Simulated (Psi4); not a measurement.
# C2HCl2F (SMILES FC=C(Cl)Cl): TPSSh/6-31G(d) (spherical functions)

Aim: the energy change on altering one bond length of C2HCl2F at TPSSh/6-31G* (spherical functions), from 2 runs. 

Program for the calculation: Psi4 1.11.

1 further run of the same task is left out (set aside as unsound or not needed).

## Step 1: Starting point

The species is C2HCl2F (6 atoms), meant as a singlet with charge 0. SMILES: `FC=C(Cl)Cl`. The shape is that of a PBE0-D4/def2-TZVP optimisation.

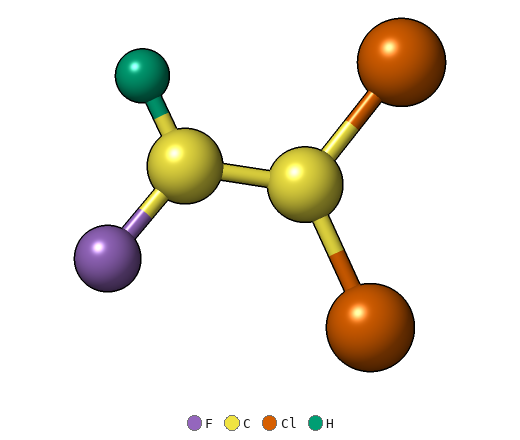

Viewed from a chosen angle; fluorine purple, carbon yellow, chlorine orange, hydrogen teal.

## Step 2: Energy and gradient at TPSSh/6-31G(d) (spherical functions)

job.in reads:

```
memory 2200 MB

molecule {
  F
  C 1 r2
  C 2 r3 1 a3
  Cl 3 r4 2 a4 1 d4
  Cl 3 r5 2 a5 1 d5
  H 2 r6 1 a6 3 d6

  r2 = 1.325206
  r3 = 1.326354
  a3 = 121.79508
  r4 = 1.703412
  a4 = 122.69012
  d4 = 0.00382
  r5 = 1.710818
  a5 = 120.15842
  d5 = -179.99565
  r6 = 1.081868
  a6 = 114.77961
  d6 = -179.99981
  symmetry c1
  no_reorient
  no_com
}

set {
  basis 6-31G*
  puream true
  e_convergence 1e-09
  d_convergence 1e-08
  scf_type pk
  dft_radial_points 99
  dft_spherical_points 590
}

gradient("tpssh")
print_variables()
```

Started as:

```
psi4 -i job.in -o job.out -n 1
```

job.out, cut to the lines that bear on the results:

```text
[...]
  Running in c1 symmetry.
[...]
  Nuclear repulsion =  265.257517914715777
[...]
  Multiplicity = 1
[...]
  Nalpha       = 28
  Nbeta        = 28
[...]
    Number of basis functions: 80
[...]
   @RKS iter   1: -1096.91420049396220    6.01258e-02   4.95469e-03 ADIIS/DIIS
[...]
   @RKS iter  11: -1096.99717445101896   -3.86535e-12   8.29712e-09 DIIS
[...]
    Orbital Energies [Eh]
    ---------------------
    Doubly Occupied:
       1A   -101.398430     2A   -101.396630     3A    -24.646106
       4A    -10.238011     5A    -10.228145     6A     -9.404466
       7A     -9.402469     8A     -7.154545     9A     -7.152556
      10A     -7.142985    11A     -7.142873    12A     -7.141089
      13A     -7.140808    14A     -1.223511    15A     -0.913620
      16A     -0.830372    17A     -0.738525    18A     -0.585801
      19A     -0.530480    20A     -0.504035    21A     -0.461075
      22A     -0.440324    23A     -0.392512    24A     -0.378304
      25A     -0.336742    26A     -0.325261    27A     -0.310858
      28A     -0.240148
[...]
  @RKS Final Energy: -1096.99717445101896
   => Energetics <=
    Nuclear Repulsion Energy =            265.2575179147157769
    One-Electron Energy =               -2040.7402956506011833
    Two-Electron Energy =                 749.1589362551227396
    DFT Exchange-Correlation Energy =     -70.6733329702560695
    Empirical Dispersion Energy =           0.0000000000000000
    VV10 Nonlocal Energy =                  0.0000000000000000
    Total Energy =                      -1096.9971744510189637
[...]
 Multipole Moments:
 ------------------------------------------------------------------------------------
     Multipole            Electronic (a.u.)      Nuclear  (a.u.)        Total (a.u.)
 ------------------------------------------------------------------------------------
 L = 1.  Multiply by 2.5417464519 to convert [e a0] to [Debye]
 Dipole X            :          0.0000019            0.0000028            0.0000047
 Dipole Y            :         -1.5499039            2.0353226            0.4854188
 Dipole Z            :         -0.4629757            0.5768738            0.1138981
 Magnitude           :                                                    0.4986022
[...]
  -Total Gradient:
     Atom            X                  Y                   Z
    ------   -----------------  -----------------  -----------------
       1       -0.000002674585    -0.000544414667     0.011901188093
       2        0.000001458213    -0.010568873012    -0.002819433971
       3       -0.000000132495     0.002360646256    -0.002051735130
       4        0.000000611603     0.010507445126     0.005904922647
       5       -0.000000880027    -0.000379507478    -0.012927135365
       6        0.000001606168    -0.001387572332    -0.000026120972
[...]
```

It took 23 s on 1 thread of Intel Xeon 6975P-C (Granite Rapids), shared host; peak memory 1.1 GiB.

## Step 3: The distorted shape at the same level

job.in reads:

```
memory 2.2 GB

molecule molecule1 {
  0 1
  F      0.72935114    -5.24324733     2.59663676
  C      0.66379654    -2.84361641     1.88328405
  C     -0.44105074    -2.12986685    -0.25029234
  Cl    -1.86441135    -4.21075767    -2.25173907
  Cl    -0.50948906     3.48709272    -1.77037102
  H      1.57392643    -1.54185967     3.17045210
  units au
  symmetry c1
}

set {
  basis 6-31G*
  puream true
  e_convergence 1e-09
  d_convergence 1e-08
  scf_type pk
  dft_radial_points 99
  dft_spherical_points 590
}

e_tot, wfn = gradient("tpssh", return_wfn=True)
oeprop(wfn, "WIBERG_LOWDIN_INDICES", "MULLIKEN_CHARGES", "DIPOLE", title="TPSSH")
print_variables()
```

Started as:

```
psi4 -n 1 job.in job.out
```

job.out, cut to the lines that bear on the results:

```text
[...]
  Running in c1 symmetry.
[...]
  Nuclear repulsion =  222.840122985682854
[...]
  Multiplicity = 1
[...]
  Nalpha       = 28
  Nbeta        = 28
[...]
    Number of basis functions: 80
[...]
   @RKS iter   1: -1096.67386324194763   -1.94539e-01   6.13591e-03 DIIS/ADIIS
[...]
   @RKS iter  14: -1096.86232502554162   -2.47837e-11   7.63674e-09 DIIS
[...]
  @RKS Final Energy: -1096.86232502554162
   => Energetics <=
    Nuclear Repulsion Energy =            222.8401229856828536
    One-Electron Energy =               -1955.4719051110896544
    Two-Electron Energy =                 706.2497987765501648
    DFT Exchange-Correlation Energy =     -70.4803416766852564
    Empirical Dispersion Energy =           0.0000000000000000
    VV10 Nonlocal Energy =                  0.0000000000000000
    Total Energy =                      -1096.8623250255416224
[...]
  -Total Gradient:
     Atom            X                  Y                   Z
    ------   -----------------  -----------------  -----------------
       1        0.001193162798     0.011359888579    -0.000717195589
       2       -0.008270106822    -0.035124144398    -0.005895810071
       3        0.013907245113     0.014927730608     0.020902826848
       4       -0.005467245362    -0.025773740084    -0.003258511374
       5       -0.000929921246     0.034956577959    -0.010353261005
       6       -0.000432448230    -0.000342069687    -0.000677900568
[...]
 Multipole Moments:
 ------------------------------------------------------------------------------------
     Multipole            Electronic (a.u.)      Nuclear  (a.u.)        Total (a.u.)
 ------------------------------------------------------------------------------------
 L = 1.  Multiply by 2.5417464519 to convert [e a0] to [Debye]
 Dipole X            :         -0.8806986            1.0131073            0.1324086
 Dipole Y            :         -2.0103558            0.6151612           -1.3951945
 Dipole Z            :         -1.0585126            1.6404553            0.5819427
 Magnitude           :                                                    1.5174838
[...]
```

Run time: 28 s. Hardware: 1 thread of Intel Xeon 6975P-C (Granite Rapids), shared host; peak memory 1 GiB.

## Step 4: What came out

At TPSSh/6-31G* (spherical functions):

| quantity | value |
| --- | --- |
| first shape: total energy | -1096.99717 Eh |
| first shape: dipole moment | 1.27 D |
| first shape: HOMO energy | -6.53 eV |
| first shape: LUMO energy | -0.51 eV |
| first shape: HOMO–LUMO gap | 6.02 eV |
| first shape: largest force on an atom | 0.665 eV/Å |
| distorted shape: total energy | -1096.86233 Eh |
| distorted shape: dipole moment | 3.86 D |
| distorted shape: HOMO energy | -7.41 eV |
| distorted shape: LUMO energy | -6.18 eV |
| distorted shape: HOMO–LUMO gap | 1.22 eV |
| distorted shape: largest force on an atom | 1.880 eV/Å |
| energy change with the C3–Cl5 bond stretched from 1.711 to 3.080 Å | 3.669 eV |

In words: One bond (distorted shape) is far stretched, which a spin-restricted single reference describes badly; a broken-symmetry solution may lie lower. With the C3–Cl5 bond stretched from 1.711 to 3.080 Å the energy rises by 3.67 eV (85 kcal/mol). The first shape isn't relaxed at this level, so the change isn't measured from a minimum. A restricted reference can't describe the breaking bond well at this length. The largest force (first shape) is 0.67 eV/Å: the shape isn't a stationary point for this species at this level.
